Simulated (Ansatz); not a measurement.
The parent structure is SiC (space group P6_3mc, No. 186; a = 3.078 Å, c = 10.076 Å). Axes: x lies along a and z along c of the hexagonal cell.

Perturbation: uniaxial strain ε_zz = −1.50 %, all other strain components held at zero, atoms relaxed at fixed cell.

Level of theory: Ansatz (a first-principles code), PBEsol, PAW, cutoff 420 eV, without spin-orbit coupling.

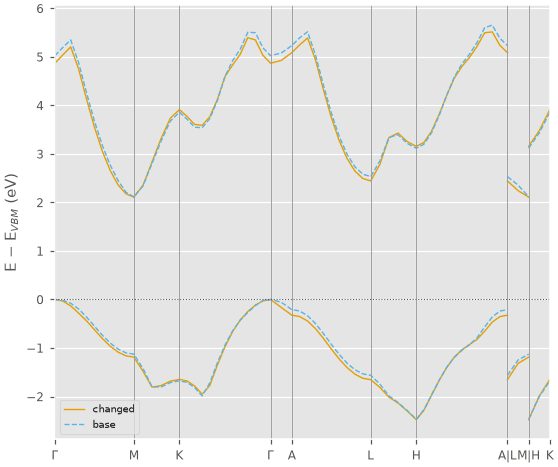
*Highest valence and lowest conduction band along the path, each from its own valence-band maximum*

The gap is 2.11 eV, indirect, Γ → M; the base has 2.12 eV.

Whether these cells are dynamically stable was not tested.
